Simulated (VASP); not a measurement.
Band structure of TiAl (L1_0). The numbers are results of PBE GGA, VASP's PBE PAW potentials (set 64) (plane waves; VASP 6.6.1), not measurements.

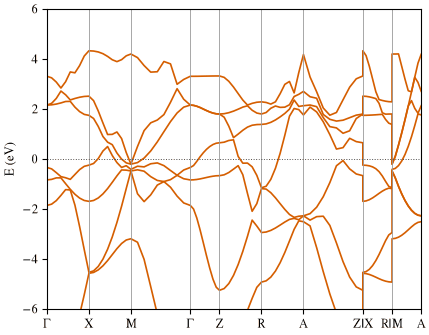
Bands along high-symmetry lines, zero at the valence-band maximum or, without a gap, the Fermi level

Problem. Read the plot: is there a gap, and where are the band edges?

Solution. It has no gap at this level: it comes out as a metal or semimetal. (Edges off the drawn lines would not show.)

The compound is TiAl in the L1_0 structure. It was relaxed first. The electron count is odd and the run is not spin-polarised, which forces a metal.
